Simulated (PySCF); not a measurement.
# BF (SMILES [B]F): NEVPT2(10,8)/STO-3G

What is the vertical singlet–triplet gap of BF at NEVPT2(10,8)/STO-3G? The job is set up through a Python script.

The calculation is run with PySCF 2.14.0.

33 further runs of the same task are left out: 6 that didn't finish, 27 set aside as unsound or not needed.

### 1 The system as given

BF: 2 atoms, total charge 0, spin state singlet. SMILES: `[B]F`. The shape is that of a PBE0-D4/def2-TZVP optimisation.

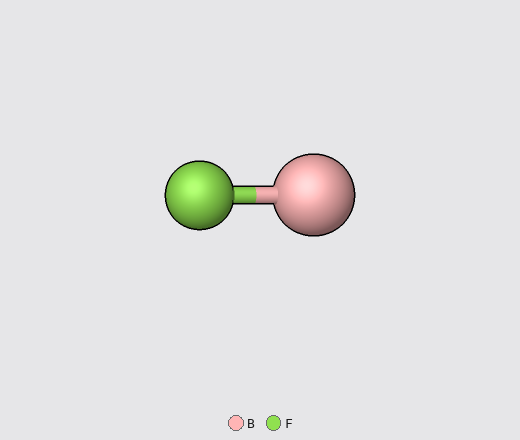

Viewed from a chosen angle; boron pink, fluorine green.

### 2 A single-point energy at NEVPT2(10,8)/STO-3G

Input file geometry.xyz:

```xyz
2
BF
B      0.000000     0.000000    -0.009350
F      0.000000     0.000000     1.253740
```

Input file calc.py:

```python
# 13768-60-0
import numpy
from pyscf import gto, scf, mp, mcscf, mrpt

mol = gto.Mole()
mol.atom = 'geometry.xyz'
mol.basis = 'sto-3g'
mol.verbose = 3
mol.max_memory = 1860
mol.spin = 0
mol.build()

mf = mol.RHF()
mf.conv_tol = 1e-10
mf.kernel()
if not mf.converged:
    mf = mf.newton().run(mf.mo_coeff, mf.mo_occ)

pt = mp.MP2(scf.addons.convert_to_uhf(mf)).run()
noons, natorbs = mcscf.addons.make_natural_orbitals(pt)
print('natural occupations', numpy.round(noons[:40], 4))
cas = mcscf.CASSCF(mf, 8, 10)
cas.fix_spin_(ss=0.0)
cas.natorb = True
cas.kernel(natorbs)
e_pt2 = mrpt.NEVPT(cas).kernel()
etot = cas.e_tot + e_pt2
print('Final energy', etot)
```

On the command line:

```bash
OMP_NUM_THREADS=1 python calc.py
```

Output:

```text
converged SCF energy = -122.35613445426
E(UMP2) = -122.418682621882  E_corr = -0.0625481676217531
E(SCS-UMP2) = -122.419345818322  E_corr = -0.0632113640619708
natural occupations [2.     2.     1.9996 1.9887 1.9858 1.9858 1.975  0.0248 0.0248 0.0154]
CASSCF energy = -122.441468697027
CASCI E = -122.441468697027  E(CI) = -34.9029815360049  S^2 = 0.0000000
Sr    (-1)',   E = -0.00000000000000
Si    (+1)',   E = -0.00005411330755
Sijrs (0)  ,   E = 0.00000000000000
Sijr  (+1) ,   E = -0.00000000000000
Srsi  (-1) ,   E = -0.00000000000000
Srs   (-2) ,   E = 0.00000000000000
Sij   (+2) ,   E = -0.00007550401712
Sir   (0)' ,   E = -0.00000000000000
Nevpt2 Energy = -0.000129617324667
Final energy -122.44159831435176
```

Run time: 1.7 s. Hardware: 1 thread of Intel Xeon Platinum 8375C at 2.90GHz (Ice Lake), shared host; peak memory 0.13 GiB.

### 3 The triplet, same level

Input file job.py:

```python
import numpy
from pyscf import gto, scf, mp, mcscf, mrpt

mol = gto.Mole()
mol.atom = [
    ('B', (0.000000, -0.000000, -0.009350)),
    ('F', (-0.000000, 0.000000, 1.253740)),
]
mol.verbose = 3
mol.max_memory = 1860
mol.spin = 2
mol.charge = 0
mol.basis = 'sto-3g'
mol.build()

mf = mol.ROHF()
mf.conv_tol = 1e-10
mf.kernel()
if not mf.converged:
    mf = mf.newton().run(mf.mo_coeff, mf.mo_occ)

pt = mp.MP2(scf.addons.convert_to_uhf(mf)).run()
noons, natorbs = mcscf.addons.make_natural_orbitals(pt)
print('natural occupations', numpy.round(noons[:40], 4))
cas = mcscf.CASSCF(mf, 8, 10)
cas.fix_spin_(ss=2.0)
cas.natorb = True
cas.kernel(natorbs)
e_pt2 = mrpt.NEVPT(cas).kernel()
e_final = cas.e_tot + e_pt2
print(f'total energy: {e_final:.8f} hartree')
```

On the command line:

```bash
OMP_NUM_THREADS=1 python job.py
```

Output:

```text
converged SCF energy = -122.26324393747
E(UMP2) = -122.300575454993  E_corr = -0.0373315175230651
E(SCS-UMP2) = -122.30018223634  E_corr = -0.0369382988701732
natural occupations [2.     2.     1.9995 1.9955 1.9883 1.9856 1.0042 1.0003 0.0151 0.0115]
CASSCF energy = -122.315163740097
CASCI E = -122.315163740097  E(CI) = -34.7634419084216  S^2 = 2.0000000
Sr    (-1)',   E = -0.00000000000000
Si    (+1)',   E = -0.00016127367043
Sijrs (0)  ,   E = 0.00000000000000
Sijr  (+1) ,   E = -0.00000000000000
Srsi  (-1) ,   E = -0.00000000000000
Srs   (-2) ,   E = 0.00000000000000
Sij   (+2) ,   E = -0.00008732906318
Sir   (0)' ,   E = -0.00000000000000
Nevpt2 Energy = -0.000248602733607
total energy: -122.31541234 hartree
```

It took 1.6 s on 1 thread of Intel Xeon Platinum 8375C at 2.90GHz (Ice Lake), shared host; peak memory 0.13 GiB.

### 4 Outcome

Level: NEVPT2(10,8)/STO-3G.

| quantity | value |
| --- | --- |
| singlet: total energy | -122.44160 Eh |
| singlet: dipole moment (Hartree–Fock density) | 1.10 D |
| singlet: HOMO energy (Hartree–Fock orbitals) | -7.61 eV |
| singlet: LUMO energy (Hartree–Fock orbitals) | 8.93 eV |
| singlet: HOMO–LUMO gap (Hartree–Fock orbitals) | 16.54 eV |
| triplet: total energy | -122.31541 Eh |
| triplet: dipole moment (Hartree–Fock density) | 0.74 D |
| vertical energy of the triplet above the singlet | 3.434 eV |

At this shape the triplet lies 3.43 eV (79 kcal/mol) above the singlet. In a minimal basis such a difference can be off by several eV, whatever the method.
